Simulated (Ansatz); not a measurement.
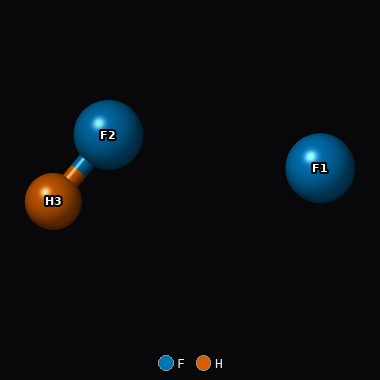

The system is F + FH, spin multiplicity 2; the picture shows the reference structure. First axis: distance F1–F2. Second axis: distance F2–H3. Nothing is relaxed (the angle F1–F2–H3 is fixed at 120 degrees). Grid: 17 × 17 points. Points are written as (first, second). Energies are in kJ/mol, from the lowest grid point. Energies and slopes of some neighbouring points disagree (a jump in structure or state, or too coarse a mesh). In part of the range the unrestricted reference is strongly spin-contaminated. These are results of Ansatz 0.2.0, UKS PBE0-D4/def2-SVPD, not measurements.

Its coordinates:

```xyz
3

F    -2.3050    0.0000    0.0000
F     0.0000    0.0000    0.0000
H     0.4550    0.7881    0.0000
```

Range: distance F1–F2 from 0.960 to 2.560 Å; distance F2–H3 from 0.728 to 2.328 Å.

Q: Predict the map.

A: The lowest grid point is at (2.305 Å, 0.910 Å). The highest grid point, (0.960 Å, 0.728 Å), lies 2131 kJ/mol above the lowest.

```csv
"distance F2–H3 ↓, distance F1–F2 →",0.960,1.067,1.224,1.407,1.610,1.828,2.061,2.305,2.560
2.199,1381,835,517,453,501,526,528,528,530
1.949,1391,846,528,460,487,493,488,489,491
1.711,1411,867,549,470,454,430,420,421,424
1.485,1450,908,586,471,378,321,305,305,308
1.274,1519,979,645,432,262,191,172,170,172
1.081,1630,1091,709,356,153,76,54,50,52
0.910,1787,1246,768,325,111,29,5,0,1
0.772,2013,1472,906,432,212,128,102,96,96
```

The table holds every second grid line.

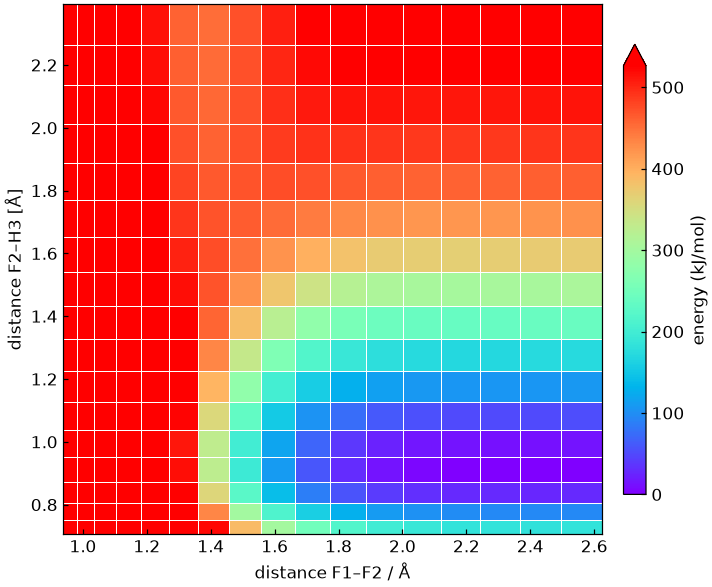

Drawn: one coloured cell a grid point, one colour for all values above the top of the scale.

Each point was launched as `ansatz run input.yaml --threads 1 --pin off --max-ram 2560MiB --backend cpu --events-out ev --progress --plain --runs-dir out`. Time for the 289 points that were run: 8.6 min on 1 thread of Intel(R) Xeon(R) Platinum 8488C (Sapphire Rapids), on a shared host.
